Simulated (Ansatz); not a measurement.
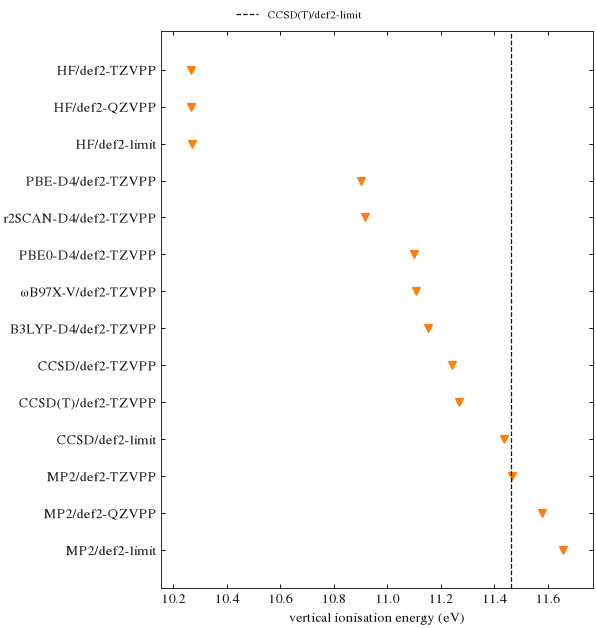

Vertical ionisation energy of C₂F₂, SMILES FC#CF, taken as the energy of the cation less that of the neutral at fixed geometry (unrestricted doublet cation, cores frozen in correlated methods, no spin-orbit coupling), the Ansatz code 0.2.0, at a PBE0-D4/def2-TZVP geometry (a minimum by its frequencies). Limit means an estimate of the basis limit from triple and quadruple zeta; for coupled cluster it is either extrapolated directly or built as the MP2 limit plus the step from MP2 in triple zeta. The distance of CCSD/def2-TZVPP, CCSD(T)/def2-TZVPP, MP2/def2-TZVPP and MP2/def2-QZVPP to the limit includes basis error.

Which level comes closest to the line (CCSD(T)/def2-limit), and which misses most?

Answer. Closest MP2/def2-TZVPP (11.47 eV), against 11.46 eV; farthest HF/def2-TZVPP (10.26 eV).

Give the values.

Answer.
| level | eV | less CCSD(T)/def2-limit |
| --- | --- | --- |
| HF/def2-TZVPP | 10.26 | −1.20 |
| HF/def2-QZVPP | 10.27 | −1.19 |
| HF/def2-limit | 10.27 | −1.19 |
| PBE-D4/def2-TZVPP | 10.90 | −0.56 |
| r2SCAN-D4/def2-TZVPP | 10.92 | −0.55 |
| PBE0-D4/def2-TZVPP | 11.10 | −0.36 |
| ωB97X-V/def2-TZVPP | 11.11 | −0.35 |
| B3LYP-D4/def2-TZVPP | 11.15 | −0.31 |
| CCSD/def2-TZVPP | 11.24 | −0.22 |
| CCSD(T)/def2-TZVPP | 11.27 | −0.19 |
| CCSD/def2-limit | 11.44 | −0.03 |
| MP2/def2-TZVPP | 11.47 | 0.00 |
| MP2/def2-QZVPP | 11.58 | 0.11 |
| MP2/def2-limit | 11.66 | 0.20 |
| CCSD(T)/def2-limit | 11.46 | 0.00 |
